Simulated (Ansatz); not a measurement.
The calculation's input:

```
crystal:
  periodic: [false, false, false]
  atoms:
    - symbol: O
      position_ang: [-0.647300, -1.552840, 0.739910]
    - symbol: Mo
      position_ang: [-0.060260, -0.144860, 0.068810]
    - symbol: Cl
      position_ang: [2.064980, -0.754570, 0.382320]
    - symbol: Cl
      position_ang: [-1.047850, -0.541190, -1.894310]
    - symbol: Cl
      position_ang: [0.775250, 1.861870, -0.884910]
    - symbol: Cl
      position_ang: [-1.084830, 1.131590, 1.588170]
basis:
  gaussian: {orbitals: def2-SVP}
total_charge: 0
hamiltonian: {xc: hf}
accuracy: high
output: {forces: true, orbitals: {seedname: orbitals}}
```

Command:

```sh
ansatz run input.yaml --threads 1 --pin off --max-ram 3480MiB --events-out events.jsonl --progress --plain --runs-dir runs
```

Geometry: PBE0-D4/def2-TZVP; core potentials replace the inner electrons of Mo.

Computed with isolated molecule in a Gaussian basis; Hartree-Fock in Ansatz.

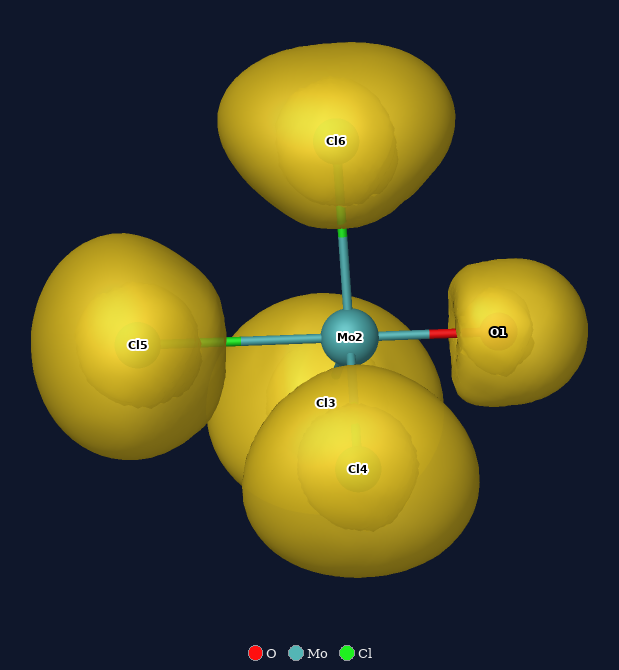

Cl4MoO. Isosurface of the electron localisation function at 0.75 (yellow), seen at a tilt. Only the valence region is drawn (cores and ρ < 0.01 e/Å³ removed).

> Describe the localisation domains.

At this value the surface marks out four regions wrapped around Cl (the valence shell of each) and one region wrapped around O (its valence shell).

Values along the shortest contacts:
Mo–O (1.67 Å): the ELF peaks at about 0.80 in the valence shell of O, 0.5 Å from its nucleus, and drops to about 0.35 between the two atoms. Mo–Cl (2.23 Å): the ELF peaks at about 0.85 in the valence shell of Cl, 0.8 Å from its nucleus, and is about 0.50 at the midpoint.
